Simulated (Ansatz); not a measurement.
System: AlH8NOSi2···H2.

```tsv
atom	x (Å)	y (Å)	z (Å)
Al	0.3331	0.7111	-0.9639
H	-0.6899	0.1357	2.6957
O	1.7105	-0.3120	-0.8629
Si	2.5656	-1.6981	-1.1652
H	1.7565	-2.6952	-1.9492
H	3.8037	-1.3798	-1.9536
H	2.9792	-2.3421	0.1269
H	-0.9750	0.2915	-1.7608
N	0.4446	2.2970	-0.1180
H	1.3201	2.4914	0.3782
Si	-0.7439	3.5831	-0.0885
H	-1.9306	3.0947	-0.8635
H	-1.1875	3.9293	1.3067
H	-0.2440	4.8540	-0.7202
H	-0.4808	0.6730	2.2135
```

Computed with RKS PBE/6-31G* (Ansatz 0.2.0).

Predict the electron density and electron localisation function between the atoms.

Answer. Al1···H12 (3.29 Å): the density falls to about 0.06 e/Å³ on the way; the ELF dips to about 0.05 between them (a non-bonded, intermolecular contact).
Si–O (1.66 Å): ρ is about 1.1 e/Å³ halfway; the ELF peaks at about 0.85 between the atoms; a polar covalent bond.
Al–O (1.72 Å): ρ is about 0.77 e/Å³ halfway; the ELF peaks at about 0.85 in the valence shell of O, 0.6 Å from its nucleus, and is about 0.35 at the midpoint.
Si–N (1.75 Å): ρ at the midpoint is about 1 e/Å³; the ELF peaks at about 0.90 between the atoms, as expected for a polar covalent bond.

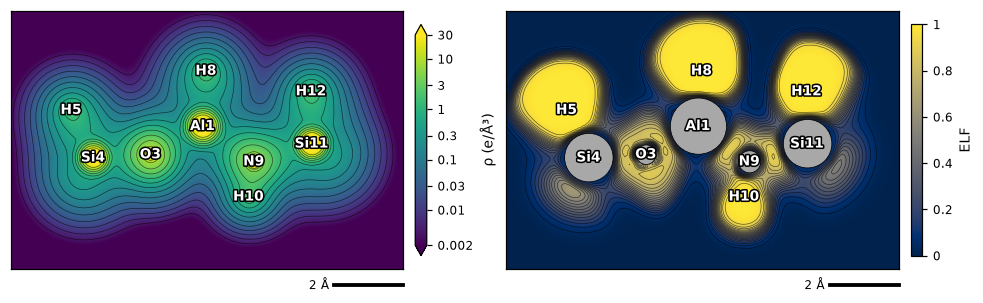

Computed electron density and electron localisation function on the plane of atoms H10, N9 and Si11, in this order. Grey discs cover the atomic cores in the ELF map. 
